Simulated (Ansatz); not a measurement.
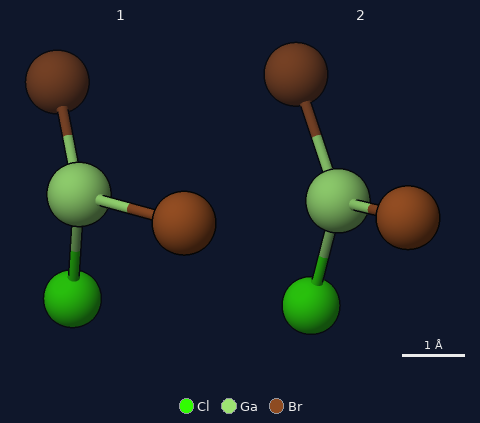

Two geometries of GaBr2Cl (coarse preliminary run), drawn at one scale. One is the start of a relaxation, the other its converged end. Style: ball-and-stick. Shown from a free direction.

All numbers below come from RKS PBE-D4/def2-SVP (Ansatz). Settings: force threshold 0.03 eV/Å; at most 200 steps.

Which one is relaxed?

Structure 2 is the relaxed one. The start comes from a force field. After 4 geometry steps the energy has fallen by 26.5 kcal/mol. Largest force component: 3.9 eV/Å at the start, 0.024 eV/Å at the end. The largest move after the best rigid fit is that of the Ga atom, 0.38 Å. By element the largest moves are Ga 0.38 Å, Br 0.35 Å, Cl 0.21 Å. Among the contacts that change: Br–Ga 2.648 → 2.281 Å, Cl–Ga 2.333 → 2.143 Å, Br–Ga 2.175 → 2.281 Å. Bond angles that change, for instance: Cl–Ga–Br 104.9° → 119.3°, Br–Ga–Br 129.3° → 121.2°, Cl–Ga–Br 114.0° → 119.5°. The run took roughly 40 core-seconds on a shared host.
